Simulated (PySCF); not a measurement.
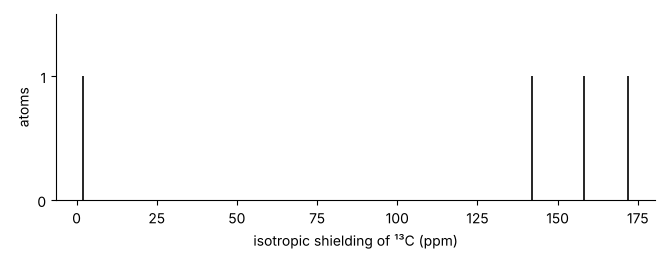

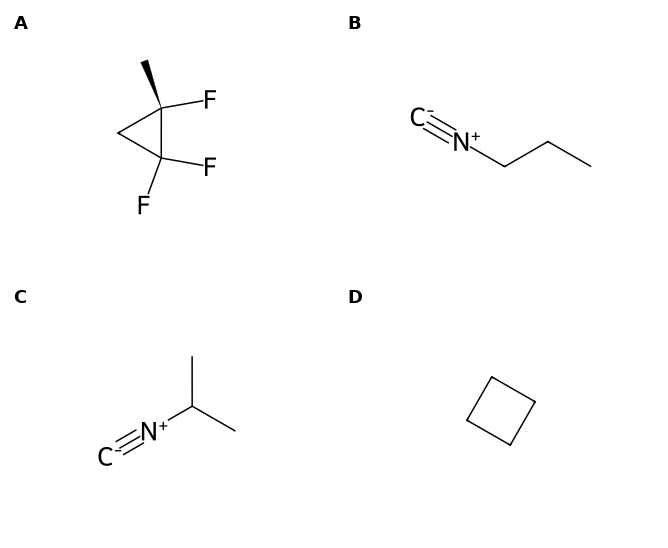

The sticks are computed shieldings of one of the molecules, for one fixed geometry (PBE0-D3(BJ)/def2-SVP) without averaging over rotations. Low shielding means a high chemical shift. Method: GIAO PBE0/pcSseg-1 NMR shielding, non-relativistic, gas phase (PySCF 2.14.0).

Match the spectrum to a structure.

Answer. B, `[C-]#[N+]CCC`. Its 4 C atoms give lines at 2.0, 142.0, 158.4, 172.0 ppm.
